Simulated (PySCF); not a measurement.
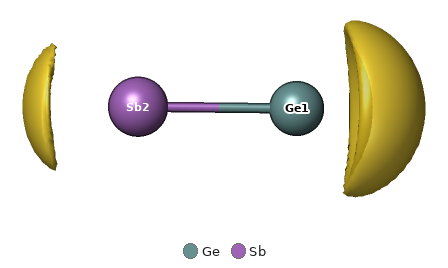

GeSb (doublet). Isosurface of the ELF at 0.85 (yellow), seen from one side. Only the valence region is drawn (cores and ρ < 0.01 e/Å³ removed).

Core potentials replace the inner electrons of Sb.

Method: PBE0/def2-SVP, non-relativistic Hamiltonian with scalar-relativistic core potentials where named, at a bond length of 2.452 Å in PySCF 2.14.0.

Question: Where are the electrons localised?

Answer: The ELF exceeds this value in one lobe on Ge, pointing away from the bonds (non-bonding electrons) and one lobe on Sb, pointing away from the bonds (non-bonding electrons).

Values along the shortest contacts:
Ge–Sb (2.45 Å): the ELF is about 0.65 at the midpoint.
